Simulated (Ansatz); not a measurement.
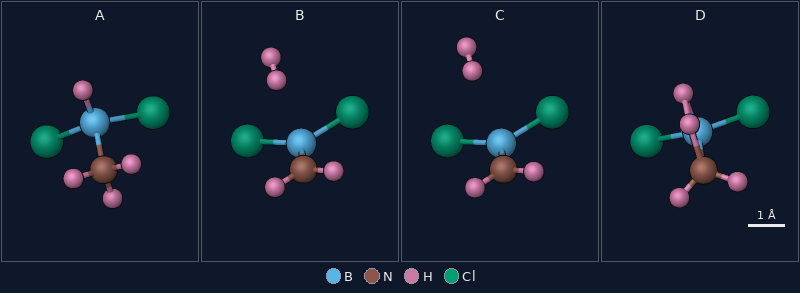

4 geometries from a converged minimum-energy path of BNH₄Cl₂, made up at the start of BNH₂Cl₂ and H₂, shuffled. Style: ball-and-stick. Shown from a free direction.

Level of theory: Ansatz 0.2.0, RKS revPBE-D4/def2-SVP. Set-up: 7 movable images; climbing image; force threshold 0.03 eV/Å; iteration limit 60; starting path through a guess of the saddle point.

One of them is the converged climbing image. Which?

D. In order along the path, whose images run from 0 to 8: C (image 0, 0.00 eV), B (image 1, +0.03 eV), D (image 4, +1.61 eV), A (image 8, −0.07 eV). Breaking: H–H (0.77 → 2.59 Å). Forming: B–H (3.39 → 1.22 Å), H–N (3.05 → 1.03 Å).

Limits of the set-up: the start holds two separate molecules, 3.1 Å apart at their closest, whose relative position is a soft coordinate.

The run took 2.1 min on 2 threads of Arm Neoverse V2, with other jobs on the host, peak memory 0.12 GiB.
